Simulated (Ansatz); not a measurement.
## SnH5CN2Cl3 (Amm2): G0W0 under other settings

Aim: change settings of a G0W0 run on SnH5CN2Cl3 (Amm2) and see what moves.

Main program and level: Ansatz 0.2.0; G0W0 on PBE, plane waves, PAW; PAW set soft_1.

## (1) Starting point

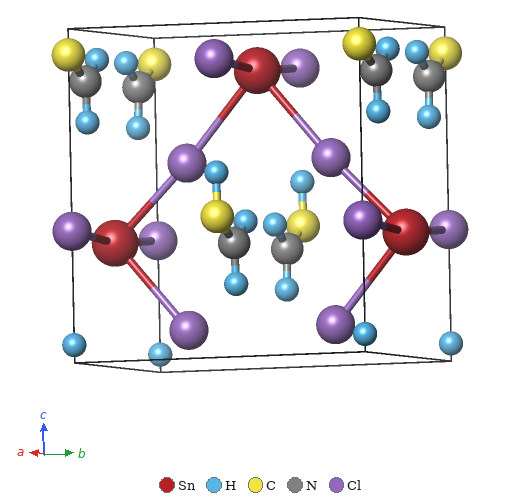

Start, viewed slightly off an axis; tin red, hydrogen blue, carbon yellow, nitrogen grey, chlorine purple. This picture shows the conventional cell, with its axes. Bonds to atoms that aren't drawn are left out. Some periodic images of atoms are drawn too.

Structure file:

```
Sn H C N Cl
1.0
     6.04049    0.00000    0.00000
     0.00000    3.85919    4.15388
     0.00000   -3.85919    4.15388
Sn H C N Cl
1 5 1 2 3
Direct
  0.50000 0.37225 0.37225
  0.20550 0.72551 0.72551
  0.79450 0.72551 0.72551
  0.32968 0.91618 0.91618
  0.67032 0.91618 0.91618
  0.00000 0.05332 0.05332
  0.00000 0.92172 0.92172
  0.19109 0.84758 0.84758
  0.80891 0.84758 0.84758
  0.50000 0.85581 0.35121
  0.50000 0.35121 0.85581
  0.00000 0.39395 0.39395
```

The cell and positions are those that the Materials Project relaxed with its own functionals (PBE, PBE+U or r2SCAN), kept fixed.

## (2) The base run: 2×2×2 mesh, 439 empty bands, screening to 100 eV, PAW set soft_1 files

Now the one-shot GW correction: screening in the RPA, then the self-energy of the levels asked for. This step takes PAW set soft_1 files.

The input, input.yaml:

```yaml
crystal:
  lattice:
    - [6.040487, 0.0, 0.0]
    - [0.0, 3.859191, 4.153885]
    - [0.0, -3.859191, 4.153885]
  atoms:
    - { symbol: Sn, position: [0.5, 0.372251, 0.372251] }
    - { symbol: H, position: [0.205496, 0.725508, 0.725508] }
    - { symbol: H, position: [0.794504, 0.725508, 0.725508] }
    - { symbol: H, position: [0.329683, 0.916176, 0.916176] }
    - { symbol: H, position: [0.670317, 0.916176, 0.916176] }
    - { symbol: H, position: [0.0, 0.053322, 0.053322] }
    - { symbol: C, position: [0.0, 0.921717, 0.921717] }
    - { symbol: "N", position: [0.191086, 0.847581, 0.847581] }
    - { symbol: "N", position: [0.808914, 0.847581, 0.847581] }
    - { symbol: Cl, position: [0.5, 0.855812, 0.351215] }
    - { symbol: Cl, position: [0.5, 0.351215, 0.855812] }
    - { symbol: Cl, position: [0.0, 0.393951, 0.393951] }
kpoints:
  mp_grid: { grid: [2, 2, 2] }
hamiltonian:
  xc: pbe
  pseudopotentials: { kind: paw, azcp: { folder: soft_1 } }
scf:
  occupations: { method: fixed }
gw:
  n_empty_bands: 439
  ecut_chi: 100
  qp_bands: [v4, c4]
  qp_kpoints: band_edges
  screening: { model: contour_deformation }
```

The run is started by

```bash
ansatz run input.yaml --threads 2 --pin off --max-ram 92160MiB --backend cuda --events-out ev --progress --plain --runs-dir out --devices 1 --max-vram 13GiB
```

Numbers of over 12 decimals in the logs are rounded to 6 here.

Log:

```text
GPUs: using 1 of 1 available (devices: 1).
Engine: ansatz 0.2.0, x86_64-unknown-linux-gnu
Pseudopotentials: kind: paw
Pseudopotential: Sn, paw, valence charge 14, recommended cutoff 420 eV (normal), soft_1/Sn.paw.azcp
Pseudopotential: H, paw, valence charge 1, recommended cutoff 420 eV (normal), soft_1/H.paw.azcp
Pseudopotential: C, paw, valence charge 4, recommended cutoff 420 eV (normal), soft_1/C.paw.azcp
Pseudopotential: N, paw, valence charge 5, recommended cutoff 420 eV (normal), soft_1/N.paw.azcp
Pseudopotential: Cl, paw, valence charge 7, recommended cutoff 420 eV (normal), soft_1/Cl.paw.azcp
Functional definition: PBE
  parameter kappa = 0.804
  parameter beta = 0.066725
  exchange = pbe_x(kappa = kappa, mu = beta*pi^2/3)
  correlation = pbe_c(beta = beta)
device memory: the entry about to start is reckoned to put 1.7 GiB on a device that reports 42.2 GiB free (of which the cap on the GPU budget leaves the run 13.0 GiB)
GPU FFT provider: cuFFT
GPU libraries: cuBLAS 13.8.2, cuFFT 12.4.0, cuSOLVER 12.3.4
Crystal: 12 atoms, lattice volume = 193.666 Å³
Basis set: ecut = 420 eV, 3785 PW (Γ)
Bands: 39, of which v1, the nominal top of the filled ones, is band 27 counted from 1 (26 counted from 0)
Symmetry: 4 space group operations
Space group: Amm2 (ITA 38), of the structure as read, at distance tolerance 5.8e-5 Å
k-points: 6 of 8
Non-local potential: Sn, projectors of the file, l = 0: 2, l = 1: 2, l = 2: 2, l = 3: 1
Non-local potential: H, projectors of the file, l = 0: 2, l = 1: 1
Non-local potential: C, projectors of the file, l = 0: 2, l = 1: 2, l = 2: 1
Non-local potential: N, projectors of the file, l = 0: 2, l = 1: 2, l = 2: 1
Non-local potential: Cl, projectors of the file, l = 0: 2, l = 1: 2, l = 2: 1
PAW form: soft (Blöchl's): semilocal exchange-correlation on the pseudo side does not see the compensation charge
PAW one-centre angular grid: Sn, 590 points (default); XC on 64 Gauss nodes
PAW one-centre angular grid: H, 110 points (default); XC on 64 Gauss nodes
PAW one-centre angular grid: C, 110 points (default); XC on 64 Gauss nodes
PAW one-centre angular grid: N, 110 points (default); XC on 64 Gauss nodes
PAW one-centre angular grid: Cl, 110 points (default); XC on 64 Gauss nodes
Initial density: superposition of atomic densities (chi_scale 0.1, normalization cell), built separately for each of the 2 bonded fragments (scf.initial_density.interfragment_charge_transfer: auto; true builds it for the cell as a whole; a typed value also counts as a typed key of the start: scf.initial_density.chi_scale says what that changes, if anything)
Initial wavefunctions: pseudopotential atomic-orbital guess
GPU buffer pool allocated for 72000 grid points (all kernels)
[...]
NSCF: frozen V_eff on 1 k-points
SCF converged after 9 iterations
Free energy (F): -10366.961973 eV
Harris-Foulkes:  -10366.961973 eV  (|F-HF|=2.08e-8)
Internal energy: -10366.961973 eV  (E = F + TS)
E sigma→0 (E₀):  -10366.961973 eV
Fermi energy:    2.726207 eV
--- Per-component energies (eV) ---
  E_band       = -412.269816
  E_kinetic    = 1038.467940
  E_local      = -3361.057209  (includes V_loc(G=0)·N_el)
  E_nonlocal   = 336.045655
  E_hartree    = 1323.349533
  E_xc         = -654.927117
  E_vxc        = -689.896928  (∫ρ·V_xc dr)
  E_paw        = -6705.472996  (= ΣΔE_a)
  E_vpaw       = -382.525205  (= ΣTr[D̂ρ^β])
  E_aug_tail   = -0.002679  (compensation charges beyond the density's cutoff)
  E_ewald      = -2343.365099
  E_smearing   = -0.000000  (= −TS)
  E_closure    = -0.000000  (closes the sum)
  Σ components = -10366.961973   (vs F -10366.961973, Δ=0.00e0)
--- Band table (eV; the first three rows and the last of 6) ---
  k-point 0: bands = [... 23 lower, 0.1023, 0.3613, 0.6110, 0.8246, 5.4829, 6.4660, 7.0798, 7.7506, ... 8 higher]
  k-point 1: bands = [... 23 lower, 0.5001, 0.5245, 0.7341, 1.0974, 4.9894, 5.5191, 6.6668, 7.3848, ... 8 higher]
  k-point 2: bands = [... 23 lower, 0.4163, 0.6277, 0.6805, 2.0850, 4.4968, 4.5121, 5.6514, 6.2296, ... 8 higher]
  k-point 5: bands = [... 23 lower, 0.3208, 0.7376, 0.9153, 2.7262, 3.9796, 4.3052, 4.3741, 5.7031, ... 8 higher]
--- G₀W₀: contour deformation, 7 samples at zero and on the imaginary axis and 1 off it, 8 q-points, 439 empty bands' worth ---
  eigenvalues of the whole cell's RPA ε∞ on this k-mesh (on a slab, of 1 + 4πα/V) = 8.5842, 9.9753, 10.1857; static W/v taken at q = 0 is 0.104744
  gw.qp_kpoints: band_edges: 6 of 6 stored k-points solved, in 1 pass; an edge of the gap read off the rows below is read off those points alone
  `?` marks the rows in doubt; gw_qp.tsv's column doubts and the gw_qp event give each row's grounds
    ik  band        ε_KS         Σx   Σc(E_QP)       V_xc       Z   E_QP_lin       E_QP  E_QP is
     0    24      0.1023   -20.4587     3.4830   -16.1036  0.6995    -0.8166    -0.7698  root
     0    25      0.3613   -20.4727     3.4575   -16.1872  0.6934    -0.5079    -0.4666  root
     0    26      0.6110   -20.0854     3.5632   -15.6148  0.6906    -0.3514    -0.2964  root
     0    27      0.8246   -20.4398     3.6610   -15.8516  0.6903    -0.1614    -0.1027  root
     0    28      5.4829    -8.7389    -4.3218   -14.2393  0.7419     6.8046     6.6614  root ?
     0    29      6.4660    -5.6518    -4.0856   -10.2420  0.7644     6.9814     6.9704  root
     0    30      7.0798    -9.4317    -4.4189   -14.3275  0.6968     7.5679     7.5566  root
     0    31      7.7506    -7.6516    -4.3246   -12.3950  0.7176     8.1751     8.1694  root
     1    24      0.5001   -21.0545     3.4233   -16.7940  0.7064    -0.3775    -0.3371  root
[...]
5    28      3.9796    -6.9387    -3.7369   -10.9846  0.7510     4.2922     4.2885  root
     5    29      4.3052    -7.6237    -3.8729   -11.8742  0.7486     4.6887     4.6828  root
     5    30      4.3741    -7.4015    -3.8696   -11.6396  0.7475     4.7481     4.7426  root
     5    31      5.7031    -9.3505    -4.4444   -15.2533  0.7358     7.2219     7.1616  root
```

It took 17 s on 1 × NVIDIA H100 80GB HBM3 (shared by 6 runs) with 2 threads of AMD EPYC 7R13 (Zen 3), shared host; peak memory 1.5 GiB; 20 s of CPU time.

Numbers from this step:

```yaml
bands_summed: 466
rpa_eps_infinity_on_this_mesh_eigenvalues: 8.584, 9.975, 10.19
plane_waves_in_the_screening_matrix: 441
q_points_in_the_mesh: 8
g0w0_gap_on_the_mesh: 2.127 eV
k_of_the_valence_top: -0.5, -0.5, -0.5
k_of_the_conduction_bottom: -0.5, -0.5, -0.5
starting_gap_on_the_mesh: 1.253 eV
z_at_the_valence_top: 0.7282
z_at_the_conduction_bottom: 0.7510
least_direct_g0w0_gap_on_the_computed_points: 2.127 eV
```

The gap on the mesh goes from 1.25 eV to 2.13 eV, a correction of +0.87 eV. Between the two edge states, bare exchange in place of the xc potential would open the gap by 6.17 eV, and correlation takes back 5.30 eV.

## (3) Variant: accuracy level

Edit input.yaml of step 2 so:

```diff
@@ -31 +31,2 @@
   screening: { model: contour_deformation }
+accuracy: high
```

Log:

```text
GPUs: using 1 of 1 available (devices: 1).
[...]
GPU FFT provider: cuFFT
GPU libraries: cuBLAS 13.8.2, cuFFT 12.4.0, cuSOLVER 12.3.4
Crystal: 12 atoms, lattice volume = 193.666 Å³
Basis set: ecut = 420 eV, 3785 PW (Γ)
Bands: 39, of which v1, the nominal top of the filled ones, is band 27 counted from 1 (26 counted from 0)
[... 1 set-up line as in the run before ...]
[...]
k-points: 6 of 8
[...]
GPU buffer pool allocated for 97200 grid points (all kernels)
[...]
SCF iter   1: F=—  HF=-10369.682746 eV  |F-HF|=—  |Δ(HF+E_count)|=         —  Δρ=7.28e-2  dr2=8.74e0  ethr=3.10e-3  ⟨swp⟩=5.0  Hψ=906  notcnv=0  defer=54
[...]
SCF iter   9: F=-10366.961990 eV  HF=-10366.961990 eV  |F-HF|=2.11e-8  |Δ(HF+E_count)|=   4.23e-7  Δρ=2.37e-6  dr2=1.15e-8  ethr=1.85e-10  ⟨swp⟩=14.7  Hψ=1532  notcnv=0
SCF 1 converged in 9 iterations: F = -10366.961990 eV  dr2 = 1.15e-8
[...]
NSCF: frozen V_eff on 6 k-points
[...]
G₀W₀ screening: q 1/6
[... further progress lines ...]
[...]
SCF converged after 9 iterations
Free energy (F): -10366.961990 eV
[...]
Internal energy: -10366.961990 eV  (E = F + TS)
E sigma→0 (E₀):  -10366.961990 eV
Fermi energy:    2.726219 eV
[...]
--- Band table (eV; the first three rows and the last of 6) ---
  k-point 0: bands = [... 23 lower, 0.1023, 0.3613, 0.6110, 0.8246, 5.4829, 6.4662, 7.0798, 7.7506, ... 8 higher]
  k-point 1: bands = [... 23 lower, 0.5001, 0.5245, 0.7341, 1.0974, 4.9894, 5.5191, 6.6668, 7.3848, ... 8 higher]
  k-point 2: bands = [... 23 lower, 0.4163, 0.6277, 0.6805, 2.0851, 4.4968, 4.5121, 5.6514, 6.2296, ... 8 higher]
  k-point 5: bands = [... 23 lower, 0.3208, 0.7376, 0.9153, 2.7262, 3.9796, 4.3052, 4.3741, 5.7031, ... 8 higher]
[...]
0    24      0.1023   -20.4587     3.4830   -16.1036  0.6995    -0.8165    -0.7697  root
     0    25      0.3613   -20.4727     3.4579   -16.1872  0.6940    -0.5084    -0.4662  root
     0    26      0.6110   -20.0854     3.5635   -15.6148  0.6901    -0.3507    -0.2961  root
     0    27      0.8246   -20.4398     3.6610   -15.8516  0.6905    -0.1618    -0.1027  root
     0    28      5.4829    -8.7389    -4.3228   -14.2394  0.7422     6.8051     6.6604  root ?
     0    29      6.4662    -5.6517    -4.0856   -10.2416  0.7644     6.9814     6.9704  root
     0    30      7.0798    -9.4317    -4.4169   -14.3275  0.6991     7.5702     7.5587  root
     0    31      7.7506    -7.6519    -4.3213   -12.3955  0.7219     8.1796     8.1728  root
     1    24      0.5001   -21.0545     3.4234   -16.7940  0.7067    -0.3778    -0.3370  root
[...]
5    28      3.9796    -6.9387    -3.7369   -10.9846  0.7510     4.2922     4.2885  root
     5    29      4.3052    -7.6237    -3.8729   -11.8742  0.7486     4.6886     4.6828  root
     5    30      4.3741    -7.4015    -3.8696   -11.6396  0.7475     4.7481     4.7426  root
     5    31      5.7031    -9.3505    -4.4446   -15.2533  0.7353     7.2206     7.1614  root
```

The job ended after 11 s (1 × NVIDIA H100 80GB HBM3 (shared by 6 runs) with 2 threads; peak memory 1.5 GiB).

The G0W0 gap on the mesh is 2.127 eV.

Against the base:

```tsv
setting	base	variant
accuracy	-	high
```

```tsv
quantity	variant	base
starting gap on the mesh	1.253	1.253
G0W0 gap on the mesh	2.127	2.127
least direct G0W0 gap on the computed points	2.127	2.127
Z at the valence top	0.728	0.728
Z at the conduction bottom	0.751	0.751
```

## (4) Variant: guard bands

Edit input.yaml of step 3 so:

```diff
@@ -26,4 +26,4 @@
 gw:
-  n_empty_bands: 439
-  ecut_chi: 100
+  n_empty_bands: 314
+  ecut_chi: 80
   qp_bands: [v4, c4]
@@ -31,2 +31,2 @@
   screening: { model: contour_deformation }
-accuracy: high
+  n_guard_bands: 0
```

Log:

```text
GPUs: using 1 of 1 available (devices: 1).
[...]
GPU FFT provider: cuFFT
GPU libraries: cuBLAS 13.8.2, cuFFT 12.4.0, cuSOLVER 12.3.4
Crystal: 12 atoms, lattice volume = 193.666 Å³
Basis set: ecut = 420 eV, 3785 PW (Γ)
Bands: 39, of which v1, the nominal top of the filled ones, is band 27 counted from 1 (26 counted from 0)
[... 1 set-up line as in the run before ...]
[...]
k-points: 6 of 8
[...]
GPU buffer pool allocated for 72000 grid points (all kernels)
[...]
SCF iter   1: F=—  HF=-10369.682744 eV  |F-HF|=—  |Δ(HF+E_count)|=         —  Δρ=7.28e-2  dr2=8.74e0  ethr=3.10e-3  ⟨swp⟩=5.0  Hψ=906  notcnv=0  defer=54
[...]
SCF iter   9: F=-10366.961973 eV  HF=-10366.961973 eV  |F-HF|=2.08e-8  |Δ(HF+E_count)|=   4.16e-7  Δρ=2.36e-6  dr2=1.15e-8  ethr=1.85e-10  ⟨swp⟩=14.7  Hψ=1532  notcnv=0
SCF 1 converged in 9 iterations: F = -10366.961973 eV  dr2 = 1.15e-8
[...]
G₀W₀ screening: q 1/6
[... further progress lines ...]
[...]
SCF converged after 9 iterations
Free energy (F): -10366.961973 eV
[...]
Internal energy: -10366.961973 eV  (E = F + TS)
E sigma→0 (E₀):  -10366.961973 eV
Fermi energy:    2.726207 eV
[...]
--- Band table (eV; the first three rows and the last of 6) ---
  k-point 0: bands = [... 23 lower, 0.1023, 0.3613, 0.6110, 0.8246, 5.4829, 6.4660, 7.0798, 7.7506, ... 8 higher]
  k-point 1: bands = [... 23 lower, 0.5001, 0.5245, 0.7341, 1.0974, 4.9894, 5.5191, 6.6668, 7.3848, ... 8 higher]
  k-point 2: bands = [... 23 lower, 0.4163, 0.6277, 0.6805, 2.0850, 4.4968, 4.5121, 5.6514, 6.2296, ... 8 higher]
  k-point 5: bands = [... 23 lower, 0.3208, 0.7376, 0.9153, 2.7262, 3.9796, 4.3052, 4.3741, 5.7031, ... 8 higher]
[...]
0    24      0.1023   -20.4587     3.5659   -16.1036  0.7013    -0.7224    -0.6867  root
     0    25      0.3613   -20.4727     3.5374   -16.1872  0.6956    -0.4188    -0.3868  root
     0    26      0.6110   -20.0854     3.6394   -15.6148  0.6923    -0.2635    -0.2201  root
     0    27      0.8246   -20.4398     3.7398   -15.8516  0.6918    -0.0697    -0.0239  root
     0    28      5.4829    -8.7389    -4.1130   -14.2393  0.7439     6.9323     6.8703  root
     0    29      6.4660    -5.6518    -4.0472   -10.2420  0.7652     7.0219     7.0089  root
     0    30      7.0798    -9.4317    -4.3341   -14.3275  0.6967     7.6603     7.6415  root
     0    31      7.7506    -7.6516    -4.2524   -12.3950  0.7187     8.2545     8.2417  root
[...]
5    28      3.9796    -6.9387    -3.6767   -10.9846  0.7514     4.3541     4.3487  root
     5    29      4.3052    -7.6237    -3.8051   -11.8742  0.7491     4.7590     4.7506  root
     5    30      4.3741    -7.4015    -3.8026   -11.6396  0.7480     4.8176     4.8095  root
     5    31      5.7031    -9.3505    -4.3161   -15.2533  0.7381     7.3646     7.2899  root
```

The job ended after 11 s (1 × NVIDIA H100 80GB HBM3 (shared by 6 runs) with 2 threads; peak memory 1.3 GiB; 11 s of CPU time).

The G0W0 gap on the mesh is 2.072 eV.

Against the base:

```tsv
setting	base	variant
empty bands	439	314
screening cutoff (eV)	100	80
n guard bands	-	0
```

```tsv
quantity	variant	base
starting gap on the mesh	1.253	1.253
G0W0 gap on the mesh	2.072	2.127
least direct G0W0 gap on the computed points	2.072	2.127
Z at the valence top	0.730	0.728
Z at the conduction bottom	0.751	0.751
```

## (5) Summary of results

| Item | Value |
| --- | --- |
| base | 2.13 eV, 17 s |
| accuracy level | 2.13 eV, 11 s |
| guard bands | 2.07 eV, 11 s |

In words: Accuracy level: the gap moves by +0.00 eV. Guard bands: the gap moves by −0.06 eV. The variant differs from the base in empty bands, screening cutoff and n guard bands together, so the change can't be laid to one of them. All runs here use a coarse mesh and modest cutoffs; they test settings and are not final values. The 2×2×2 mesh is coarse for this cell (its supercell is 11 Å along the shortest edge). The RPA ε∞ on it, from the PBE start, is 8.58, 9.98 and 10.19; such meshes misread the long-range screening, most where the gap is narrow. The many-body steps are scalar-relativistic: spin-orbit coupling is not in them.

[Paths, hosts, dates, memory and timing lines, banners, echoed tables and standing remarks are left out of the program output.]

[Logs are printed without paths, hosts, clocks, repeated set-up lines and the standing remarks that a program may print on its own settings, such as how far it seeks lower states.]

[Runs of the session that timed out or met a known fault of the program may be left out.]

[Cells called generated may have been cut or substituted from an entry of the Crystallography Open Database or the Materials Project.]

[Hosts, paths, dates, database ids (printed as entryN), source tags and the programs' standing remarks are cut or masked in the printed files.]
